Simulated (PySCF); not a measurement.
Potential energy curve for KH, singlet.

- UKS-BLYP = unrestricted BLYP/def2-SVP (PySCF)
- UHF/def2-SVP (PySCF)
- RKS-PBE0 = restricted PBE0/def2-SVP (PySCF 2.14.0)

Magnitude of the dipole moment (D; its direction can reverse along the curve, and a method can change to another solution) and Mulliken charge of the fragment that holds K1:

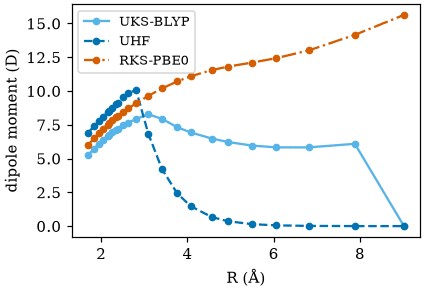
Fig. 1. Dipole moment against bond length.

```json
[
 {"R / Å": "1.69", "μ UKS-BLYP": "5.23", "q UKS-BLYP": "0.29", "μ UHF": "6.89", "q UHF": "0.41", "μ RKS-PBE0": "5.97", "q RKS-PBE0": "0.35"},
 {"R / Å": "1.83", "μ UKS-BLYP": "5.74", "q UKS-BLYP": "0.31", "μ UHF": "7.39", "q UHF": "0.43", "μ RKS-PBE0": "6.49", "q RKS-PBE0": "0.37"},
 {"R / Å": "1.94", "μ UKS-BLYP": "6.09", "q UKS-BLYP": "0.31", "μ UHF": "7.76", "q UHF": "0.44", "μ RKS-PBE0": "6.87", "q RKS-PBE0": "0.37"},
 {"R / Å": "2.04", "μ UKS-BLYP": "6.39", "q UKS-BLYP": "0.31", "μ UHF": "8.09", "q UHF": "0.44", "μ RKS-PBE0": "7.19", "q RKS-PBE0": "0.36"},
 {"R / Å": "2.15", "μ UKS-BLYP": "6.68", "q UKS-BLYP": "0.30", "μ UHF": "8.44", "q UHF": "0.43", "μ RKS-PBE0": "7.52", "q RKS-PBE0": "0.35"},
 {"R / Å": "2.18", "μ UKS-BLYP": "6.76", "q UKS-BLYP": "0.30", "μ UHF": "8.53", "q UHF": "0.43", "μ RKS-PBE0": "7.60", "q RKS-PBE0": "0.35"},
 {"R / Å": "2.26", "μ UKS-BLYP": "6.95", "q UKS-BLYP": "0.30", "μ UHF": "8.78", "q UHF": "0.42", "μ RKS-PBE0": "7.82", "q RKS-PBE0": "0.34"},
 {"R / Å": "2.35", "μ UKS-BLYP": "7.14", "q UKS-BLYP": "0.29", "μ UHF": "9.05", "q UHF": "0.42", "μ RKS-PBE0": "8.06", "q RKS-PBE0": "0.34"},
 {"R / Å": "2.38", "μ UKS-BLYP": "7.21", "q UKS-BLYP": "0.29", "μ UHF": "9.14", "q UHF": "0.42", "μ RKS-PBE0": "8.13", "q RKS-PBE0": "0.33"},
 {"R / Å": "2.51", "μ UKS-BLYP": "7.46", "q UKS-BLYP": "0.29", "μ UHF": "9.53", "q UHF": "0.42", "μ RKS-PBE0": "8.44", "q RKS-PBE0": "0.33"},
 {"R / Å": "2.63", "μ UKS-BLYP": "7.66", "q UKS-BLYP": "0.29", "μ UHF": "9.88", "q UHF": "0.42", "μ RKS-PBE0": "8.71", "q RKS-PBE0": "0.33"},
 {"R / Å": "2.81", "μ UKS-BLYP": "7.93", "q UKS-BLYP": "0.30", "μ UHF": "10.05", "q UHF": "0.40", "μ RKS-PBE0": "9.09", "q RKS-PBE0": "0.33"},
 {"R / Å": "3.09", "μ UKS-BLYP": "8.28", "q UKS-BLYP": "0.31", "μ UHF": "6.85", "q UHF": "0.21", "μ RKS-PBE0": "9.64", "q RKS-PBE0": "0.35"},
 {"R / Å": "3.41", "μ UKS-BLYP": "7.94", "q UKS-BLYP": "0.31", "μ UHF": "4.21", "q UHF": "0.10", "μ RKS-PBE0": "10.19", "q RKS-PBE0": "0.36"},
 {"R / Å": "3.76", "μ UKS-BLYP": "7.33", "q UKS-BLYP": "0.29", "μ UHF": "2.43", "q UHF": "0.05", "μ RKS-PBE0": "10.71", "q RKS-PBE0": "0.37"},
 {"R / Å": "4.07", "μ UKS-BLYP": "6.94", "q UKS-BLYP": "0.28", "μ UHF": "1.48", "q UHF": "0.02", "μ RKS-PBE0": "11.09", "q RKS-PBE0": "0.38"},
 {"R / Å": "4.56", "μ UKS-BLYP": "6.48", "q UKS-BLYP": "0.26", "μ UHF": "0.67", "q UHF": "0.01", "μ RKS-PBE0": "11.55", "q RKS-PBE0": "0.39"},
 {"R / Å": "4.94", "μ UKS-BLYP": "6.22", "q UKS-BLYP": "0.24", "μ UHF": "0.36", "q UHF": "0.00", "μ RKS-PBE0": "11.81", "q RKS-PBE0": "0.39"},
 {"R / Å": "5.50", "μ UKS-BLYP": "5.96", "q UKS-BLYP": "0.22", "μ UHF": "0.14", "q UHF": "0.00", "μ RKS-PBE0": "12.11", "q RKS-PBE0": "0.39"},
 {"R / Å": "6.05", "μ UKS-BLYP": "5.83", "q UKS-BLYP": "0.20", "μ UHF": "0.06", "q UHF": "0.00", "μ RKS-PBE0": "12.43", "q RKS-PBE0": "0.39"},
 {"R / Å": "6.81", "μ UKS-BLYP": "5.83", "q UKS-BLYP": "0.18", "μ UHF": "0.01", "q UHF": "0.00", "μ RKS-PBE0": "13.01", "q RKS-PBE0": "0.39"},
 {"R / Å": "7.88", "μ UKS-BLYP": "6.09", "q UKS-BLYP": "0.17", "μ UHF": "0.00", "q UHF": "0.00", "μ RKS-PBE0": "14.16", "q RKS-PBE0": "0.38"},
 {"R / Å": "9.02", "μ UKS-BLYP": "0.00", "q UKS-BLYP": "0.00", "μ UHF": "0.00", "q UHF": "0.00", "μ RKS-PBE0": "15.64", "q RKS-PBE0": "0.37"}
]
```

The unrestricted determinant behind UKS-BLYP is spin-contaminated at 3.41 to 9.02 Å (<S²> up to 1.0, against 0.00 for a pure singlet). The unrestricted determinant behind UHF is spin-contaminated at 2.81 to 9.02 Å (<S²> up to 1.0, against 0.00 for a pure singlet). At the longest distance RKS-PBE0 leaves fractional charges on the fragments, a sign of delocalisation error or of the restricted form. The restricted form behind RKS-PBE0 keeps the bonding electrons paired and can't separate into open-shell fragments.
